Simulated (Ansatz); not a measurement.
# AlBFH₅Si₂: what the fields show

```xyz
10

Al    1.0765   -0.7405   -0.3339
B    -0.4503    0.6039    0.4188
F     3.5117   -1.2986    2.0251
Si    0.8738    0.8103    1.7632
Si    1.8813   -1.2786    1.8704
H    -1.2247    1.4114   -0.0219
H     1.4013    2.1653    2.1053
H     1.3366   -2.1978    2.9079
H     1.3120   -1.0431   -1.8673
H    -0.7137   -0.5666   -0.0102
```

Geometry: PBE0-D3(BJ)/def2-SVP.

All numbers below come from isolated molecule in a Gaussian basis; Kohn-Sham density functional theory, functional PBE0 in Ansatz 0.2.0.

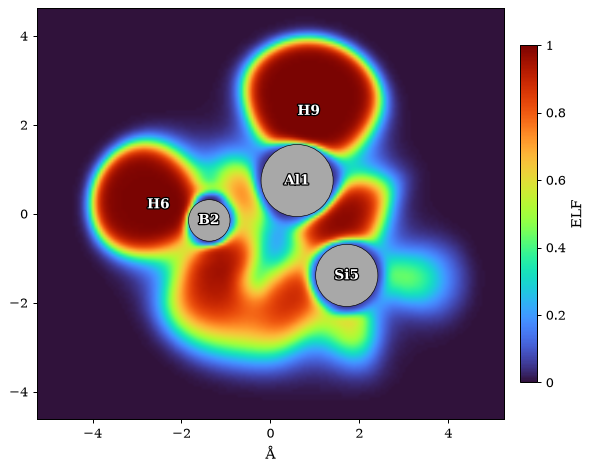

Figure 1. ELF on the plane of atoms B2, Al1 and Si5. Grey discs cover the atomic cores.

Q: What does the map show?

A:
- The plane passes through Al, B, Si and H nuclei.
- Al–B (2.17 Å): the ELF peaks at about 0.70 in the valence shell of B, 0.9 Å from its nucleus, and is about 0.60 at the midpoint.
- Al–Si (2.41 Å): the ELF peaks at about 0.95 between the atoms (a covalent bond).
- B–H (1.20 Å): the ELF climbs to about 1 towards the hydrogen, as it does in any bond to H; an ordinary covalent bond to hydrogen.

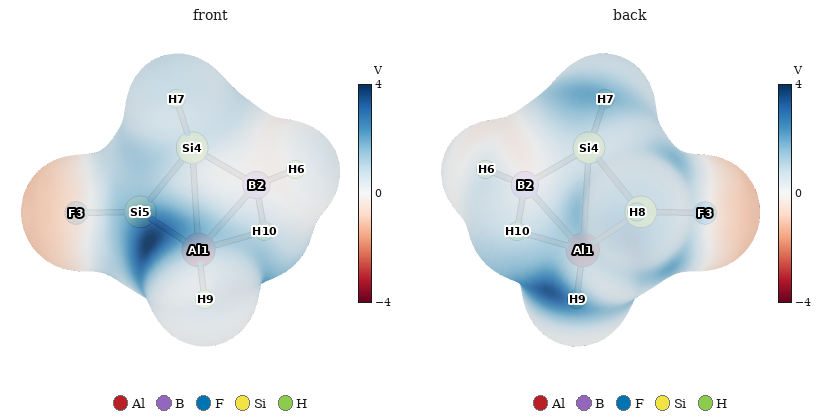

Figure 2. The molecular electrostatic potential painted on the density surface at 0.004 e/bohr³, seen from the front and from behind; red is negative and blue positive.

Q: Describe the electrostatic potential map.

A: The most negative region (about −1.0 V) lies over F3, the most positive (about +3.7 V) over Al1.

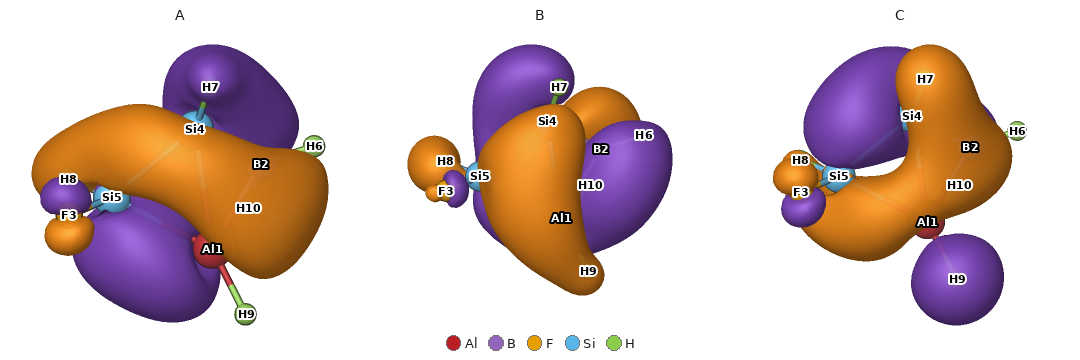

Figure 3. Three frontier orbitals at ±0.06 Å⁻³ᐟ² (orange and purple are the two phases), in no order.

Q: Which picture is the HOMO−1, the HOMO and the LUMO?

A: C is the HOMO−1 (−7.45 eV). By Hirshfeld shares it lies mainly on Si4 (about 35 %), Si5 (about 20 %), Al1 (about 15 %), B2 (about 10 %) and H9 (about 10 %). A is the HOMO (−6.58 eV). Its weight (Hirshfeld) is mainly on Si4 (about 25 %), Al1 (about 25 %), Si5 (about 25 %) and B2 (about 20 %). B is the LUMO (−2.19 eV). By Hirshfeld shares it lies mainly on B2 (about 25 %), Al1 (about 20 %), Si4 (about 20 %) and Si5 (about 15 %).

Q: What is the HOMO–LUMO gap?

A: 4.39 eV between the orbital energies.
